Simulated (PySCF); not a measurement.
Input file:

```
{"job": {"kind": "nmr", "xc": "PBE0", "basis": "pcSseg-1"}, "charge": 0, "multiplicity": 1}
C      2.164293     0.533701     1.248237
C      1.532124     0.963278    -0.077401
C      2.629874     1.160861    -1.123899
B      0.421401    -0.086790    -0.645267
N     -1.137048     0.314910    -0.220757
C     -1.528366     1.574241    -0.873840
C     -1.268071     0.447940     1.237481
C     -2.016364    -0.766174    -0.693035
H      2.923182     1.253913     1.602996
H      2.665328    -0.441959     1.133669
H      1.426591     0.413054     2.057714
H      1.074209     1.962378     0.085331
H      3.440480     1.818172    -0.761673
H      3.089519     0.194905    -1.394324
H      2.229716     1.594002    -2.053757
H      0.562909    -1.221932    -0.189368
H      0.357911    -0.104572    -1.874511
H     -1.430998     1.453746    -1.959294
H     -0.854801     2.376241    -0.549739
H     -2.566653     1.838269    -0.615195
H     -2.316773     0.642392     1.515653
H     -0.639497     1.275918     1.585261
H     -0.922817    -0.479703     1.710544
H     -1.873892    -0.889406    -1.773343
H     -3.070562    -0.529546    -0.473975
H     -1.729040    -1.700307    -0.196383
```

Run with:

```sh
OMP_NUM_THREADS=1 python probes_run.py task.json out
```

Geometry: PBE0-D3(BJ)/def2-SVP.

Computed with PBE0/pcSseg-1, SCF density, gas phase, non-relativistic in PySCF 2.14.0.

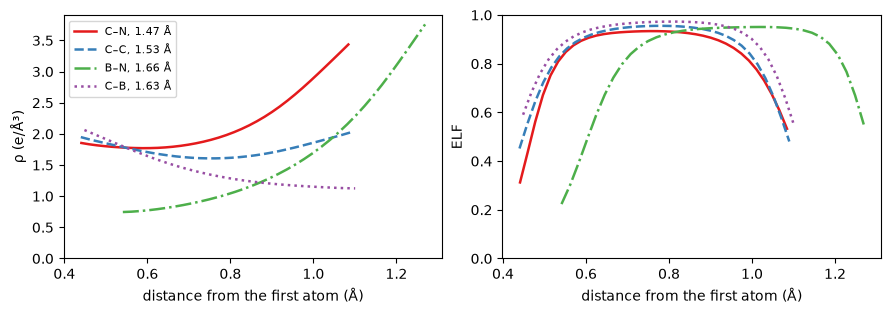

C₆H₁₈BN (SMILES CC(C)[BH2-][N+](C)(C)C). Electron density and ELF along straight lines between neighbouring atoms. The curves leave out the atomic cores.

Q: What can be read from the curves?

A: C–N (1.47 Å): ρ is about 1.9 e/Å³ halfway; the ELF peaks at about 0.95 between the atoms (a covalent bond).
C–C (1.53 Å): ρ at the midpoint is about 1.6 e/Å³; the ELF peaks at about 0.95 between the atoms, as expected for localised, covalent bonding.
B–N (1.66 Å): ρ is about 1.1 e/Å³ halfway; the ELF peaks at about 0.95 between the atoms (a shared but strongly polarised pair).
C–B (1.63 Å): ρ is about 1.3 e/Å³ halfway; the ELF peaks at about 1 between the atoms; a shared electron pair.
